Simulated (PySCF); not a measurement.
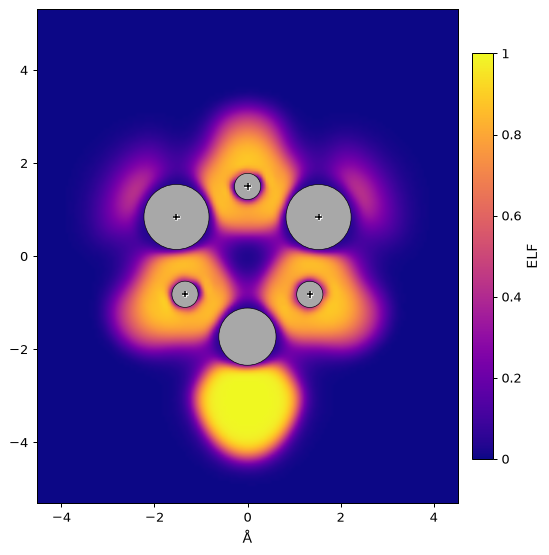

The electron localisation function on a plane through atoms (crosses mark nuclei in the plane; grey discs cover the cores).

The calculation used PBE0/pcSseg-1, SCF density, gas phase, non-relativistic (PySCF 2.14.0).

Candidates:
A. BH₇N₂Si (SMILES BN[SiH2]N)
B. CH₅Cl₃O₃Si₃ (SMILES ClC(Cl)(Cl)[SiH]1O[SiH2]O[SiH2]O1)
C. C₈H₁₅NSi (SMILES C=C[Si](C=C)(C=C)N(C)C)

Which candidate gave the map?

Candidate B: CH₅Cl₃O₃Si₃ on the plane of atoms Si7, O8 and Si9, which holds O and Si. Si–O (1.67 Å): the ELF peaks at about 0.85 between the atoms (a polar covalent bond).
